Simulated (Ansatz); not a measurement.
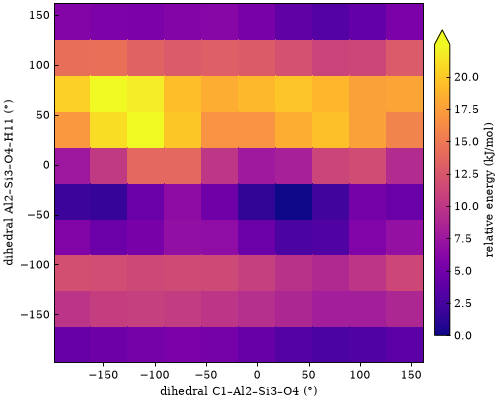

Energy landscape of CH₆AlFOSi, SMILES [CH3][AlH][SiH](O)F. Coordinates scanned: (1) dihedral C1–Al2–Si3–O4; (2) dihedral Al2–Si3–O4–H11. Nothing is relaxed (all other coordinates rigid). The grid has 10 × 10 points. Points are written as (first, second). Energies: kJ/mol, counted from the lowest grid point. The calculation used Ansatz 0.2.0, RKS PBE-D4/def2-SVP.

In the figure: one coloured cell a grid point, one colour for all values above the top of the scale. 

**Summarise what can be read from the map.**

The lowest grid point is at (36°, −36°). Other grid points that lie below all their neighbours: (−144°, −36°) (1.8 kJ/mol higher); (72°, −180°) (2.8 kJ/mol higher). The highest grid point, (−144°, 72°), lies 22.5 kJ/mol above the lowest.

The input of one point:

```yaml
crystal:
  periodic: [false, false, false]
  atoms:
    - { symbol: C, position_ang: [-1.433065, 0.645207, -1.19325] }
    - { symbol: Al, position_ang: [0.21332, -0.430789, -1.063821] }
    - { symbol: Si, position_ang: [1.404274, -0.481033, 1.104262] }
    - { symbol: O, position_ang: [0.30786, -0.453279, 2.384372] }
    - { symbol: F, position_ang: [2.331072, 0.891221, 1.137793] }
    - { symbol: H, position_ang: [-1.327749, 1.406144, -1.997784] }
    - { symbol: H, position_ang: [-1.711401, 1.179117, -0.261966] }
    - { symbol: H, position_ang: [-2.294522, 0.006648, -1.489071] }
    - { symbol: H, position_ang: [0.72947, -1.229837, -2.358855] }
    - { symbol: H, position_ang: [2.310392, -1.630502, 1.447532] }
    - { symbol: H, position_ang: [-0.481832, 0.093979, 2.226987] }
basis:
  gaussian: { orbitals: def2-SVP }
hamiltonian:
  xc: pbe
  dispersion: d4
output:
  forces: true
```

Each point was launched as `ansatz run input.yaml --threads 1 --pin off --max-ram 2560MiB --backend cpu --events-out ev --progress --plain --runs-dir out`. The whole map (100 points run) took 9.9 min on 1 thread of Intel(R) Xeon(R) Platinum 8375C CPU @ 2.90GHz (Ice Lake), with other jobs on the host.
